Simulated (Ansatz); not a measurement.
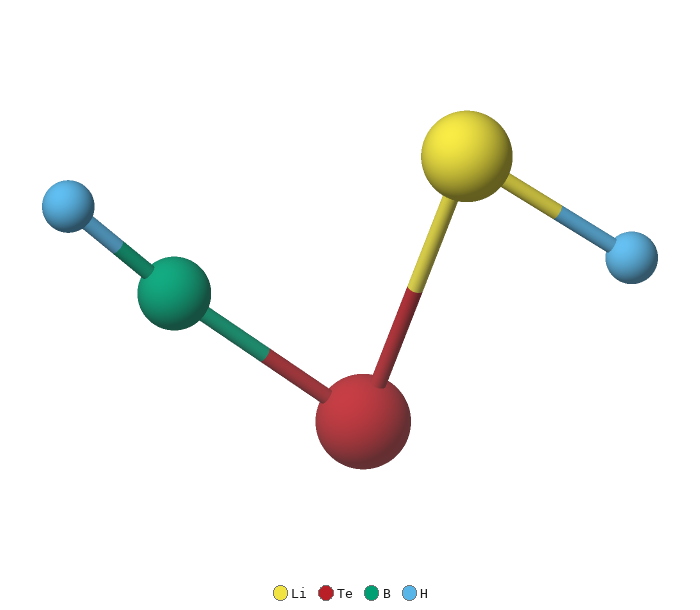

Every bond is drawn as one stick, whatever its order.

Computed geometry: PBE0-D4/def2-TZVP optimisation. No frequency run is at hand to confirm it as a minimum.

> Give the formula.

BH₂LiTe, 5 atoms: 1 boron, 2 hydrogen, 1 lithium and 1 tellurium.

> Which point group does it belong to?

Cs.

> How many sets of symmetry-equivalent atoms are there?

5: 1 Li, 1 Te, 1 B, 1 H, 1 H.

> Count the bonded pairs by element.

1 Li–Te, 1 B–Te, 1 Li–H, 1 B–H. Sticks follow a distance rule.

The parts below concern this one geometry. Atoms keep their numbers from picture to picture.

### Shape

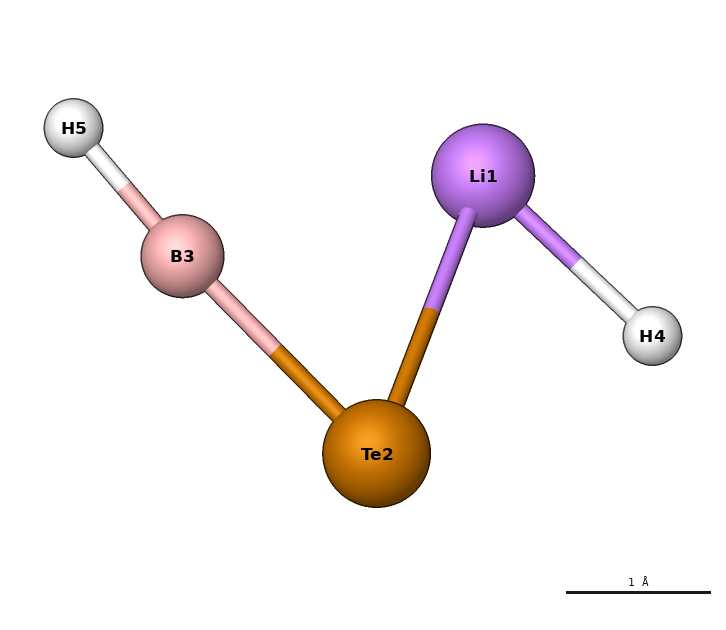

No frequency run is at hand to confirm it as a minimum.

Give these bond angles: Te2–Li1–H4, Li1–Te2–B3, Te2–B3–H5.

| angle | degrees |
| --- | --- |
| Te2–Li1–H4 | 72.0 |
| Li1–Te2–B3 | 69.3 |
| Te2–B3–H5 | 174.6 |

### Dipole moment

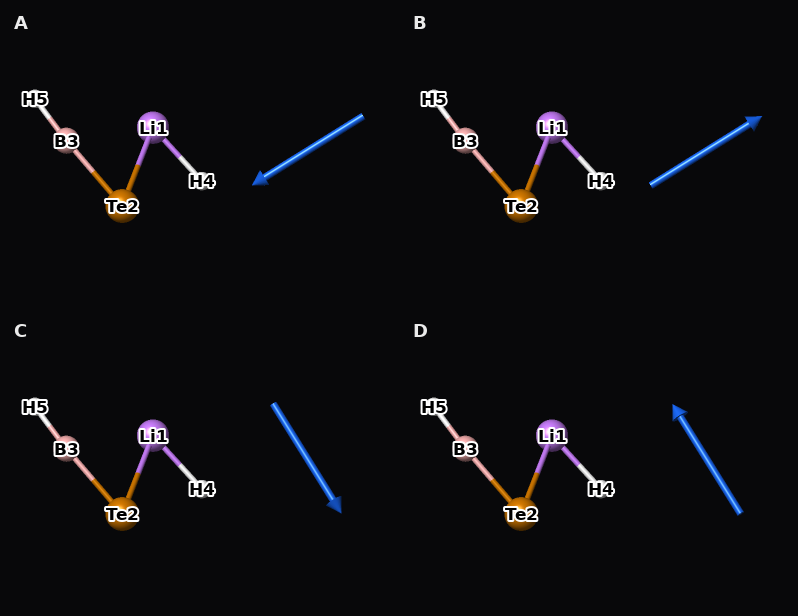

The same molecule four times, each with an arrow. No frequency run is at hand to confirm it as a minimum. Method: RKS PBE0-D4/def2-TZVP, core potentials on Te (Ansatz 0.2.0).

> Which arrow points along the dipole moment, from the negative to the positive end?

D. The dipole moment is 3.51 D; it points from the side of Te2, H4 to the side of H5 (the outermost atoms at the two ends).

### Charges

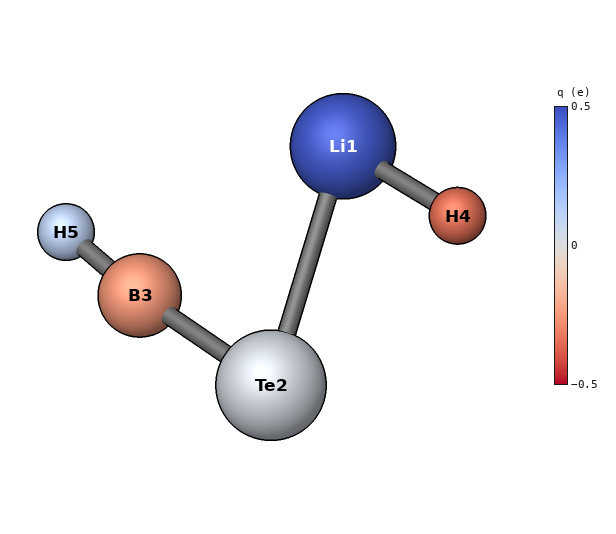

Atoms are coloured by their Mulliken charges. No frequency run is at hand to confirm it as a minimum. Level of theory: RKS PBE0-D4/def2-TZVP, core potentials on Te (Ansatz 0.2.0).

> Which atom carries the highest charge (most positive or least negative)?

Li1 (0.46 e).

> And the lowest?

H4 (−0.34 e).

List the Mulliken charges.

| atom | value (e) |
| --- | --- |
| Li1 | 0.46 |
| Te2 | 0.03 |
| B3 | −0.25 |
| H4 | −0.34 |
| H5 | 0.10 |

### Electronic properties

No frequency run is at hand to confirm it as a minimum. Method: RKS PBE0-D4/def2-TZVPP, core potentials on Te (Ansatz 0.2.0).

> Estimate the LUMO energy (Kohn–Sham orbital).

−1.93 eV.

> Estimate the HOMO energy (Kohn–Sham orbital).

−5.40 eV.

Mulliken values depend strongly on the basis set and can even reverse the polarity of a bond.
